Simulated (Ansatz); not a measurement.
The starting structures come from a database of crystals and need not be the phases stable at ambient conditions.

 Where the default PAW files enter, the runs use the earlier of Ansatz's two default sets.

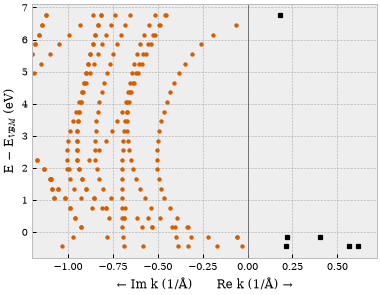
Fig. 1. Complex bands at the centre of the two-dimensional zone; PBEsol run with Ansatz (a first-principles code)

The gap is the functional's own, uncorrected, and κ follows it; spin-orbit coupling is left out. Mid-gap values are interpolated between the computed energies.

### Question
This is CsHF2 (I4/mcm, not sure to be the ambient phase, 8 atoms a cell, 18.8 Å³ an atom) along the normal of (110). Read off the slowest decay at the centre of the two-dimensional zone at 3.15 eV, the computed energy nearest the middle of the gap.

### Answer
κ ≈ 0.49 1/Å, a decay length 1/(2κ) of the density of 1.0 Å.
